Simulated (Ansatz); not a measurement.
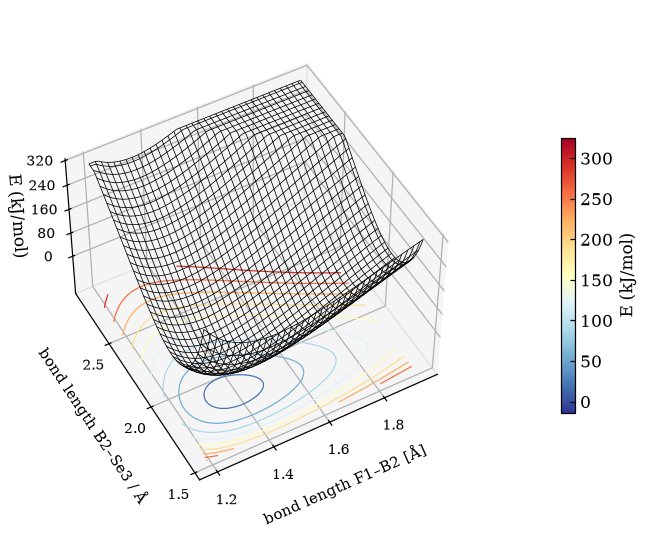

Energy landscape of BFHSe, SMILES FB[Se-], charge −1. 
- Coordinates scanned: (1) bond length F1–B2; (2) bond length B2–Se3.
- Nothing is relaxed (all other coordinates rigid).
- The scan uses a 7 × 7 grid.
- Points are written as (first, second).
- Energies are in kJ/mol, from the lowest grid point.
- The reference is spin-restricted, which grows unreliable where a bond is stretched far.
- The calculation used RKS wB97X-V/def2-SVPD (Ansatz 0.2.0).

In the figure: a relief with its contours projected below, any walls above the top of the colour scale cut off. Between grid points the surface is interpolated. 

**Where are the wells?**

The lowest grid point is at (1.442 Å, 1.966 Å). The bottom of the well lies between grid points, at about (1.386 Å, 1.875 Å), about 13 kJ/mol lower on the interpolated surface. No other kind of well shows on this grid. The highest grid point, (1.941 Å, 2.818 Å), lies 519 kJ/mol above the lowest. Round the minimum the two coordinates are weakly coupled (coupling 0.12 in units of the two stiffnesses).

The values on the grid:

| bond length B2–Se3 ↓, bond length F1–B2 → | 1.192 | 1.317 | 1.442 | 1.567 | 1.692 | 1.816 | 1.941 |
| --- | --- | --- | --- | --- | --- | --- | --- |
| 2.818 | 345 | 293 | 308 | 353 | 408 | 465 | 519 |
| 2.605 | 272 | 218 | 232 | 275 | 330 | 386 | 441 |
| 2.392 | 194 | 136 | 147 | 188 | 241 | 296 | 349 |
| 2.179 | 120 | 56 | 62 | 99 | 149 | 201 | 251 |
| 1.966 | 72 | 1 | 0 | 31 | 76 | 123 | 170 |
| 1.754 | 102 | 20 | 10 | 34 | 71 | 113 | 153 |
| 1.541 | 323 | 226 | 205 | 219 | 247 | 280 | 313 |

Each point was launched as `ansatz run input.yaml --threads 1 --pin off --max-ram 2560MiB --backend cpu --events-out ev --progress --plain --runs-dir out`. The whole map (49 points run) took 7.9 min on 1 thread of AMD EPYC 7R43 64-Core Processor (Zen 3), with other jobs on the host.
